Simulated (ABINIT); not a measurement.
## SiC (F-43m): a self-consistent loop beyond G0W0, cycle by cycle

How far does self-consistency move the gap of SiC (F-43m)?

Program: ABINIT 10.8.3. Level of theory: PBE and many-body steps on it, plane waves. Results are calculated unless marked as measured.

**Experimental background.**

- Gap 2.39 eV: band gap at cryogenic temperature; bulk crystal (literature value) (quoted in “Silicon carbide diodes for neutron detection”, 2020, arxiv:2009.14696).

- Gap 2.4 eV: Tauc optical (indirect) gap of annealed polycrystalline 3C-SiC; UV-VIS spectroscopic ellipsometry, Tauc analysis; film (CVD ultrathin polycrystalline film, annealed, about 5 nm grains) (“On-Demand CMOS-Compatible Fabrication of Ultrathin Self-Aligned SiC Nanowire Arrays”, 2018, pmc:6267454).

## (1) The structure

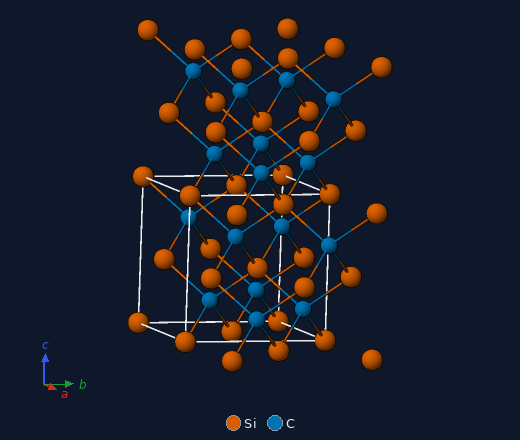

Start, viewed slightly off an axis; silicon orange, carbon blue. 2×1×2 cells are drawn. This picture shows the conventional cell, with its axes. Bonds to atoms that aren't drawn are left out. Some periodic images of atoms are drawn too.

The cell and positions come from the Crystallography Open Database and are kept as given unless a step says otherwise.

## (2) Empty states on the mesh, 6×6×6 mesh, 165 bands

This step: ABINIT 10.8.3; DFT, PBE, plane waves, norm-conserving pseudopotentials.

The sums over transitions need many empty states on a uniform mesh; this step solves for them.

run.abi reads:

```
acell 3*1.0 Angstrom
rprim 
  -0.000000000000 2.179000000000 2.179000000000
  2.179000000000 -0.000000000000 2.179000000000
  2.179000000000 2.179000000000 -0.000000000000
ntypat 2
znucl 14 6
natom 2
typat 1 2
xred 
  0.000000000000 0.000000000000 0.000000000000
  0.250000000000 0.250000000000 0.250000000000
pp_dirpath "pseudos"
pseudos "Si.upf, C.upf"
ecut 37
ngkpt 6 6 6
nshiftk 1
shiftk 0 0 0
kptopt 1
chksymbreak 0
irdden 1
istwfk *1
nband 165
prtvol 0
optdriver 6
gwr_task "HDIAGO"
paral_kgb 0
occopt 1
indata_prefix "in"
outdata_prefix "out"
tmpdata_prefix "tmp"
```

Launch:

```console
$ OMP_NUM_THREADS=1 mpirun -n 8 abinit run.abi > log
```

The program printed:

```text
.Version 10.8.3 of ABINIT. v10.8.2 released Aug 2026.

 Symmetries : space group F-4 3 m (#216); Bravais cF (face-center cubic)
[... echo of the input left out ...]
== DATASET  1 ==================================================================
-   mpi_nproc: 8, omp_nthreads: 1 (-1 if OMP is not activated)

--- !DatasetInfo
iteration_state: {dtset: 1, }
dimensions: {natom: 2, nkpt: 16, mband: 165, nsppol: 1, nspinor: 1, nspden: 1, mpw: 1524, }
cutoff_energies: {ecut:  37.0, pawecutdg:  -1.0, }
[...]
Indirect band gap semiconductor
 Fundamental gap:     1.361 (eV)
   VBM:     6.835 (eV) at k: [ 0.0000E+00,  0.0000E+00,  0.0000E+00]
   CBM:     8.196 (eV) at k: [ 5.0000E-01,  5.0000E-01,  0.0000E+00]
 Direct gap:         4.553 (eV) at k: [ 5.0000E-01,  5.0000E-01,  0.0000E+00]

== END DATASET(S) ==============================================================
================================================================================

 -outvars: echo values of variables after computation  --------
           etotal      0.0000000000E+00
            nband         165
             nkpt          16
          spgroup         216
 [... the other variables as echoed above ...]

 Calculation completed.
```

Elapsed: 6.8 s, on 8 MPI ranks of Arm Neoverse V2, shared host; peak memory 1.5 GiB.

Numbers from this step:

* gap: 1.361 eV
* k of the valence top: 0, 0, 0
* k of the conduction bottom: 0.5, 0.5, 0
* least direct gap: 4.553 eV
* k points computed: 16
* lowest point of the top converged band, above the valence top: 198.3907 eV

On this mesh the gap is 1.361 eV.

The density comes from a self-consistent run that is not shown.

## (3) Screening, 6×6×6 mesh, 157 bands, screening to 359.2 eV

The RPA dielectric matrix is built and inverted for each q.

This step: RPA screening on PBE, plane waves, norm-conserving pseudopotentials.

run.abi: that of step 2 with these lines changed.

```diff
@@ -20,10 +20,11 @@
 chksymbreak 0
-irdden 1
 istwfk *1
-nband 165
-prtvol 0
-optdriver 6
-gwr_task "HDIAGO"
-paral_kgb 0
 occopt 1
+irdwfk 1
+optdriver 3
+nband 157
+ecuteps 13.2
+inclvkb 2
+awtr 1
+symchi 1
 indata_prefix "in"
```

The program printed:

```text
.Version 10.8.3 of ABINIT. v10.8.2 released Aug 2026.

 Symmetries : space group F-4 3 m (#216); Bravais cF (face-center cubic)
[... echo of the input left out ...]
== DATASET  1 ==================================================================
-   mpi_nproc: 8, omp_nthreads: 1 (-1 if OMP is not activated)

--- !DatasetInfo
iteration_state: {dtset: 1, }
dimensions: {natom: 2, nkpt: 16, mband: 157, nsppol: 1, nspinor: 1, nspden: 1, mpw: 1524, }
cutoff_energies: {ecut:  37.0, pawecutdg:  -1.0, }
electrons: {nelect:   8.00000000E+00, charge:   0.00000000E+00, occopt:   1.00000000E+00, tsmear:   1.00000000E-02, }

 SCREENING: Calculation of the susceptibility and dielectric matrices

 Based on a program developped by R.W. Godby, V. Olevano, G. Onida, and L. Reining.
 Incorporated in ABINIT by V. Olevano, G.-M. Rignanese, and M. Torrent.
.Using double precision arithmetic ; gwpc =  8

[... cell and pseudopotentials left out ...]
--------------------------------------------------------------------------------

 ==== K-mesh for the wavefunctions ====
 Number of points in the irreducible wedge :    16
[... list of points left out ...]
 Together with 24 symmetry operations and time-reversal symmetry
 yields   216 points in the full Brillouin Zone.

 ==== Q-mesh for the screening function ====
 Number of points in the irreducible wedge :    16
[... list of points left out ...]
 Together with 24 symmetry operations and time-reversal symmetry
 yields   216 points in the full Brillouin Zone.

 setmesh: FFT mesh size selected  =    25x   25x   25
          total number of points  =        15625

 vcoul_init : cutoff-mode = AUXILIARY_FUNCTION
 q-points for optical limit:   1
     1)      0.000010    0.000020    0.000030

- screening: taking advantage of time-reversal symmetry
- Maximum band index for partially occupied states nbvw = 4
- Remaining bands to be divided among processors   nbcw = 153
- Number of bands treated by each node ~19

 Number of electrons calculated from density =    8.0000; Expected =    8.0000
 average of density, n =  0.057292
 r_s =    1.6092
 omega_plasma =   23.0888 [eV]

 calculating chi0 at frequencies [eV] :
  1    0.000000E+00    0.000000E+00
  2    0.000000E+00    2.308880E+01

--------------------------------------------------------------------------------
  q-point number  1        q = ( 0.000000, 0.000000, 0.000000) [r.l.u.]
--------------------------------------------------------------------------------
[... chi0 elements left out ...]
 For q-point:  0.000010 0.000020 0.000030
  dielectric constant =   7.0816
  dielectric constant without local fields =   7.7436

  Average fulfillment of the sum rule on Im[epsilon] for q-point    1 :     94.91  [%]
[... wings left out ...]
  q-point number  2        q = ( 0.166667, 0.000000, 0.000000) [r.l.u.]
--------------------------------------------------------------------------------
[... chi0 elements left out ...]
  Average fulfillment of the sum rule on Im[epsilon] for q-point    2 :     97.30  [%]

 [... 14 further q-points ...]
```

Wall time 39 s (8 MPI ranks); peak memory 1.6 GiB; 5.2 min of CPU time.

This step gave:

```
ε∞ with local fields, on this mesh, along the program's q direction : 7.082
the same without local fields                                       : 7.744
plasma frequency                                                    : 23.09 eV
plane waves in the screening matrix                                 : 331
```

Local fields lower ε∞ by 9 %.

## (4) G0W0

The self-energy is evaluated for the states that the input lists, and the levels follow from it, in one-shot runs by the linearised quasiparticle equation.

This step: G0W0 on PBE, plane waves, norm-conserving pseudopotentials.

run.abi: that of step 3 with these lines changed.

```diff
@@ -23,8 +23,19 @@
 irdwfk 1
-optdriver 3
+optdriver 4
 nband 157
+gwcalctyp 0
+ecutsigx 37
+symsigma 1
+nkptgw 3
+kptgw 
+  0.0000000000 0.0000000000 0.0000000000
+  0.5000000000 0.5000000000 0.0000000000
+  0.5000000000 0.0000000000 0.0000000000
+bdgw 
+  2 8
+  3 6
+  3 7
 ecuteps 13.2
-inclvkb 2
-awtr 1
-symchi 1
+irdscr 1
+ppmodel 1
 indata_prefix "in"
```

The program printed:

```text
.Version 10.8.3 of ABINIT. v10.8.2 released Aug 2026.

 Symmetries : space group F-4 3 m (#216); Bravais cF (face-center cubic)
[... echo of the input left out ...]
== DATASET  1 ==================================================================
-   mpi_nproc: 8, omp_nthreads: 1 (-1 if OMP is not activated)

--- !DatasetInfo
iteration_state: {dtset: 1, }
dimensions: {natom: 2, nkpt: 16, mband: 157, nsppol: 1, nspinor: 1, nspden: 1, mpw: 1524, }
cutoff_energies: {ecut:  37.0, pawecutdg:  -1.0, }
electrons: {nelect:   8.00000000E+00, charge:   0.00000000E+00, occopt:   1.00000000E+00, tsmear:   1.00000000E-02, }

 SIGMA: Calculation of the GW corrections

 Based on a program developped by R.W. Godby, V. Olevano, G. Onida, and L. Reining.
 Incorporated in ABINIT by V. Olevano, G.-M. Rignanese, and M. Torrent.
.Using double precision arithmetic ; gwpc =  8

[... cell and pseudopotentials left out ...]
--------------------------------------------------------------------------------

 ==== K-mesh for the wavefunctions ====
 Number of points in the irreducible wedge :    16
[... list of points left out ...]
 Together with 24 symmetry operations and time-reversal symmetry
 yields   216 points in the full Brillouin Zone.

 ==== Q-mesh for screening function ====
 Number of points in the irreducible wedge :    16
[... list of points left out ...]
 Together with 24 symmetry operations and time-reversal symmetry
 yields   216 points in the full Brillouin Zone.

 vcoul_init : cutoff-mode = AUXILIARY_FUNCTION
 q-points for optical limit:   1
     1)      0.000010    0.000020    0.000030
 setmesh: FFT mesh size selected  =    32x   32x   32
          total number of points  =        32768

 Number of electrons calculated from density =    8.0000; Expected =    8.0000
 average of density, n =  0.057292
 r_s =    1.6092
 omega_plasma =   23.0888 [eV]

 === KS Band Gaps ===
  >>>> For spin  1
   Minimum direct gap =   4.5530 [eV], located at k-point      :   0.5000  0.5000  0.0000
   Fundamental gap    =   1.3613 [eV], Top of valence bands at :   0.0000  0.0000  0.0000
                                       Bottom of conduction at :   0.5000  0.5000  0.0000
 SIGMA fundamental parameters:
 PLASMON POLE MODEL  1
 number of plane-waves for SigmaX                 1459
 number of plane-waves for SigmaC and W            331
 number of plane-waves for wavefunctions          1459
 number of bands                                   157
 number of independent spin polarizations            1
 number of spinorial components                      1
 number of k-points in IBZ                          16
 number of q-points in IBZ                          16
 number of symmetry operations                      24
 number of k-points in BZ                          216
 number of q-points in BZ                          216
 number of frequencies for dSigma/dE                 9
 frequency step for dSigma/dE [eV]                0.25
 number of omega for Sigma on real axis              0
 max omega for Sigma on real axis  [eV]           0.00
 zcut for avoiding poles [eV]                     0.10

 EPSILON^-1 parameters (SCR file):
 dimension of the eps^-1 matrix on file            331
 dimension of the eps^-1 matrix used               331
 number of plane-waves for wavefunctions          1459
 number of bands                                   157
 number of q-points in IBZ                          16
 number of frequencies                               2
 number of real frequencies                          1
 number of imag frequencies                          1

 matrix elements of self-energy operator (all in [eV])

 Perturbative Calculation

--- !SelfEnergy_ee
iteration_state: {dtset: 1, }
kpoint     : [   0.000,    0.000,    0.000, ]
spin       : 1
KS_gap     :    6.223
QP_gap     :    7.133
Delta_QP_KS:    0.910
data: !SigmaeeData |
     Band     E0 <VxcDFT>   SigX SigC(E0)      Z dSigC/dE  Sig(E)    E-E0       E
        2   6.835 -14.930 -17.579   1.809   0.792  -0.263 -15.595  -0.665   6.170
        3   6.835 -14.930 -17.579   1.809   0.792  -0.263 -15.595  -0.665   6.170
        4   6.835 -14.930 -17.579   1.809   0.792  -0.263 -15.595  -0.665   6.170
        5  13.058 -13.213  -7.543  -5.360   0.790  -0.266 -12.968   0.245  13.303
        6  14.146 -11.327  -5.827  -5.171   0.805  -0.242 -11.062   0.265  14.411
        7  14.146 -11.327  -5.827  -5.171   0.805  -0.242 -11.062   0.265  14.411
[...]
--- !SelfEnergy_ee
iteration_state: {dtset: 1, }
kpoint     : [   0.500,    0.500,    0.000, ]
spin       : 1
KS_gap     :    4.553
QP_gap     :    5.611
Delta_QP_KS:    1.058
data: !SigmaeeData |
     Band     E0 <VxcDFT>   SigX SigC(E0)      Z dSigC/dE  Sig(E)    E-E0       E
[...]
--- !SelfEnergy_ee
iteration_state: {dtset: 1, }
kpoint     : [   0.500,    0.000,    0.000, ]
spin       : 1
KS_gap     :    6.485
QP_gap     :    7.529
Delta_QP_KS:    1.044
data: !SigmaeeData |
     Band     E0 <VxcDFT>   SigX SigC(E0)      Z dSigC/dE  Sig(E)    E-E0       E
[...]
5  12.265 -12.167  -6.917  -4.922   0.805  -0.243 -11.903   0.264  12.530
        6  14.070 -10.984  -5.433  -5.135   0.810  -0.235 -10.647   0.337  14.407
        7  14.070 -10.984  -5.433  -5.135   0.810  -0.235 -10.647   0.337  14.407

== END DATASET(S) ==============================================================
================================================================================

 -outvars: echo values of variables after computation  --------
           etotal      0.0000000000E+00
            nband         157
             nkpt          16
          spgroup         216
 [... the other variables as echoed above ...]

 Calculation completed.
```

Wall time 34 s (8 MPI ranks); peak memory 2.1 GiB; 4.5 min of CPU time.

This step gave:

| Property | Result |
| --- | --- |
| G0W0 gap on the points computed | 2.133 eV |
| starting gap on the mesh | 1.361 eV |
| k of the valence top | 0, 0, 0 |
| k of the conduction bottom | 0.5, 0.5, 0 |
| Z at the valence top | 0.792 |
| Z at the conduction bottom | 0.82 |
| least direct G0W0 gap on the computed points | 5.611 eV |

The gap on the mesh goes from 1.36 eV to 2.13 eV, a correction of +0.77 eV.

## (5) evGW0, cycle 1

This step: evGW0 on PBE, plane waves, norm-conserving pseudopotentials.

run.abi: that of step 4 with these lines changed.

```diff
@@ -25,14 +25,40 @@
 nband 157
-gwcalctyp 0
+gwcalctyp 10
 ecutsigx 37
 symsigma 1
-nkptgw 3
+nkptgw 16
 kptgw 
   0.0000000000 0.0000000000 0.0000000000
+  0.1666666667 0.0000000000 0.0000000000
+  0.3333333333 0.0000000000 0.0000000000
+  0.5000000000 0.0000000000 0.0000000000
+  0.1666666667 0.1666666667 0.0000000000
+  0.3333333333 0.1666666667 0.0000000000
+  0.5000000000 0.1666666667 0.0000000000
+  -0.3333333333 0.1666666667 0.0000000000
+  -0.1666666667 0.1666666667 0.0000000000
+  0.3333333333 0.3333333333 0.0000000000
+  0.5000000000 0.3333333333 0.0000000000
+  -0.3333333333 0.3333333333 0.0000000000
   0.5000000000 0.5000000000 0.0000000000
-  0.5000000000 0.0000000000 0.0000000000
+  0.5000000000 0.3333333333 0.1666666667
+  -0.3333333333 0.3333333333 0.1666666667
+  -0.3333333333 0.5000000000 0.1666666667
 bdgw 
-  2 8
-  3 6
-  3 7
+  1 8
+  1 8
+  1 8
+  1 8
+  1 8
+  1 8
+  1 8
+  1 8
+  1 8
+  1 8
+  1 8
+  1 8
+  1 8
+  1 8
+  1 8
+  1 8
 ecuteps 13.2
```

The program printed:

```text
.Version 10.8.3 of ABINIT. v10.8.2 released Aug 2026.

 Symmetries : space group F-4 3 m (#216); Bravais cF (face-center cubic)
[... echo of the input left out ...]
== DATASET  1 ==================================================================
-   mpi_nproc: 8, omp_nthreads: 1 (-1 if OMP is not activated)

--- !DatasetInfo
iteration_state: {dtset: 1, }
dimensions: {natom: 2, nkpt: 16, mband: 157, nsppol: 1, nspinor: 1, nspden: 1, mpw: 1524, }
cutoff_energies: {ecut:  37.0, pawecutdg:  -1.0, }
electrons: {nelect:   8.00000000E+00, charge:   0.00000000E+00, occopt:   1.00000000E+00, tsmear:   1.00000000E-02, }

 SIGMA: Calculation of the GW corrections

 Based on a program developped by R.W. Godby, V. Olevano, G. Onida, and L. Reining.
 Incorporated in ABINIT by V. Olevano, G.-M. Rignanese, and M. Torrent.
.Using double precision arithmetic ; gwpc =  8

[... cell and pseudopotentials left out ...]
--------------------------------------------------------------------------------

 ==== K-mesh for the wavefunctions ====
 Number of points in the irreducible wedge :    16
[... list of points left out ...]
 Together with 24 symmetry operations and time-reversal symmetry
 yields   216 points in the full Brillouin Zone.

 ==== Q-mesh for screening function ====
 Number of points in the irreducible wedge :    16
[... list of points left out ...]
 Together with 24 symmetry operations and time-reversal symmetry
 yields   216 points in the full Brillouin Zone.

 vcoul_init : cutoff-mode = AUXILIARY_FUNCTION
 q-points for optical limit:   1
     1)      0.000010    0.000020    0.000030
 setmesh: FFT mesh size selected  =    32x   32x   32
          total number of points  =        32768

 Number of electrons calculated from density =    8.0000; Expected =    8.0000
[...]
QP_gap     :    9.528
Delta_QP_KS:    1.278
data: !SigmaeeData |
     Band     E_DFT   <VxcDFT>   E(N-1)  <Hhartree>   SigX  SigC[E(N-1)]    Z     dSigC/dE  Sig[E(N)]  DeltaE  E(N)_pert E(N)_diago
[...]
--- !SelfEnergy_ee
iteration_state: {dtset: 1, }
kpoint     : [  -0.333,    0.500,    0.167, ]
spin       : 1
KS_gap     :    8.384
QP_gap     :    9.647
Delta_QP_KS:    1.263
data: !SigmaeeData |
     Band     E_DFT   <VxcDFT>   E(N-1)  <Hhartree>   SigX  SigC[E(N-1)]    Z     dSigC/dE  Sig[E(N)]  DeltaE  E(N)_pert E(N)_diago
[...]
7    17.659   -11.915    17.659    29.573    -5.027    -6.412     0.774    -0.291   -11.547     0.368    18.026    18.134
        8    19.048   -12.942    19.048    31.990    -5.813    -6.400     0.774    -0.292   -12.378     0.564    19.612    19.777

 New Fermi energy :        2.631536E-01 Ha ,    7.160775E+00 eV
 New Exchange energy :    -2.730906E+00 Ha ,   -7.431174E+01 eV

 === QP Band Gaps ===
  >>>> For spin  1
   Minimum direct gap =   5.8989 [eV], located at k-point      :   0.5000  0.5000  0.0000
   Fundamental gap    =   2.3318 [eV], Top of valence bands at :   0.0000  0.0000  0.0000
                                       Bottom of conduction at :   0.5000  0.5000  0.0000

 writing QP data on file : out_QPS

 Convergence of QP corrections
 >>>>> For spin  1 <<<<<
.  kptgw no:  1; Maximum DeltaE = (  -0.791   0.002) for band index:  1
.  kptgw no:  2; Maximum DeltaE = (  -0.874  -0.000) for band index:  2
.  kptgw no:  3; Maximum DeltaE = (  -1.063   0.000) for band index:  2
[...]
.  kptgw no: 15; Maximum DeltaE = (  -1.091   0.007) for band index:  2
.  kptgw no: 16; Maximum DeltaE = (  -1.074  -0.000) for band index:  2

== END DATASET(S) ==============================================================
================================================================================

 -outvars: echo values of variables after computation  --------
           etotal      0.0000000000E+00
            nband         157
             nkpt          16
          spgroup         216
 [... the other variables as echoed above ...]

 Calculation completed.
```

Run time: 14 min. Hardware: 8 MPI ranks; peak memory 2.4 GiB; 1.8 h of CPU time.

Numbers from this step:

```
quasiparticle gap on the mesh                         : 2.332 eV
gap of the density functional on the mesh             : 1.361 eV
k of the valence top                                  : 0, 0, 0
k of the conduction bottom                            : 0.5, 0.5, 0
Z at the valence top                                  : 0.792
Z at the conduction bottom                            : 0.82
least direct quasiparticle gap on the computed points : 5.899 eV
```

Against G0W0 in ABINIT (6×6×6 mesh, 157 bands, screening to 359.2 eV, Godby-Needs plasmon pole), the gap moves by +0.199 eV. This first cycle still uses the starting levels; it takes the full correction, at all points of the mesh, and its linearised value is 2.133 eV.

[end of part 1 of 3]

[Paths, hosts, dates, memory and timing lines, banners, echoed tables and standing remarks are left out of the program output.]

[Logs are printed without paths, hosts, clocks, repeated set-up lines and the standing remarks that a program may print on its own settings, such as how far it seeks lower states.]

[Runs of the session that timed out or met a known fault of the program may be left out.]

[Hosts, paths, dates, database ids (printed as entryN), source tags and the programs' standing remarks are cut or masked in the printed files.]

[G0W0 gaps are taken among the corrected bands and points alone; a level outside them can change the order at an edge.]

[Where Ansatz stands beside ABINIT at settings called matched, ABINIT's density can come from a denser mesh and the files from another edition; pairs whose starting gaps differed by over 0.03 eV were left out, so agreement reads better than it is.]
